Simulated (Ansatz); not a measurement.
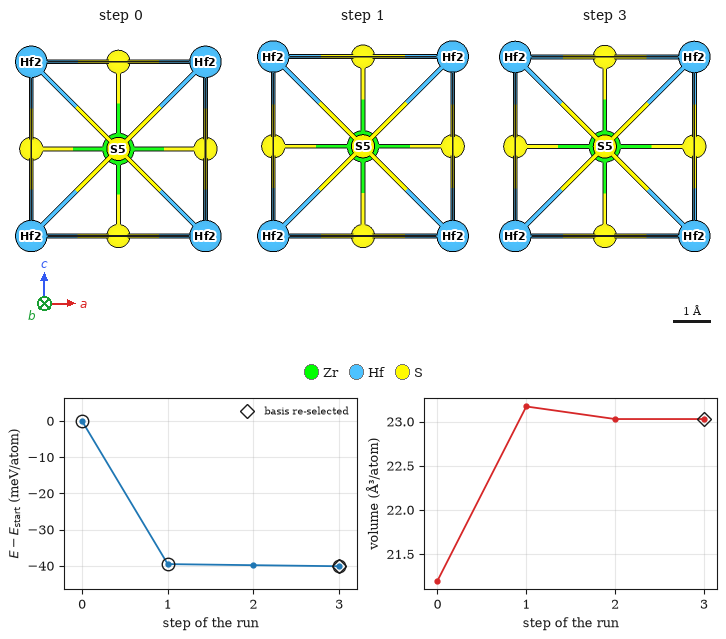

Frames of a relaxation of a crystal of HfZrS3 (a generated structure, set up in Pm-3m) (coarse preliminary run), marked on the history of the run. The picture is a ball-and-stick view of the cell of the calculation, seen along the b axis.

Level of theory: Ansatz 0.2.0, DFT PBE, scalar-relativistic, plane waves, PAW.

Input file:
```yaml
crystal:
  lattice:
    - [4.73250731, 0.0, 0.0]
    - [0.0, 4.73250731, 0.0]
    - [0.0, 0.0, 4.73250731]
  atoms:
    - { symbol: Zr, position: [0.5, 0.5, 0.5] }
    - { symbol: Hf, position: [0.0, 0.0, 0.0] }
    - { symbol: S, position: [0.0, 0.5, 0.5] }
    - { symbol: S, position: [0.5, 0.5, 0.0] }
    - { symbol: S, position: [0.5, 0.0, 0.5] }
basis:
  ecutwfc: 420
kpoints:
  mp_grid: { grid: [4, 4, 4] }
hamiltonian:
  xc: pbe
scf:
  occupations: { method: gaussian, width: 0.1 }
  lower_state_search: "off"
output:
  forces: true
  stress: true
  eigenvalues: true
relax:
  adjacent_minimum: "off"
  f_tol: 0.04
  max_steps: 70
  cell: { stress_tol: 0.4 }
```

Command:
```bash
ansatz run input.yaml --threads 1 --pin off --max-ram 2560MiB --backend cpu --events-out ev --progress --plain --runs-dir out
```

What happens along the run?

Answer. No atom moves by more than 0.005 Å relative to the cell. The drawn cell changes as follows: a = b = c 4.733 → 4.865 Å (+2.8 %); the volume changes by +8.6 %. Some distances before and after: Hf2–S3 3.346 → 3.440 Å, Zr1–S3 2.366 → 2.433 Å. The space group stays Pm-3m (No. 221). The energy falls by 40.1 meV per atom in 2 accepted moves (3 points after the start). All forces vanish by symmetry, so only the cell relaxes. Pressure: 7.72 GPa at the start and −0.08 GPa at the end. At 1 point the geometry stayed and the basis and grid were re-selected for the new cell (energy shift of 0.3 meV per atom at most each time). The run took 12 s on 1 thread of Arm Neoverse V1, on a shared host, peak memory 0.39 GiB. From step 0 to 1: volume +9.3 %, energy −39.5 meV per atom. From step 1 to 3: volume −0.6 %, energy −0.6 meV per atom.

| step | E − E(0), meV/atom | pressure, GPa | volume, Å³/atom | note |
| --- | --- | --- | --- | --- |
| 0 | 0.00 | 7.72 | 21.198 |  |
| 1 | -39.51 | -0.55 | 23.172 |  |
| 2 | -39.81 | -0.08 | 23.029 |  |
| 3 | -40.10 | -0.08 | 23.029 | same geometry, new basis |
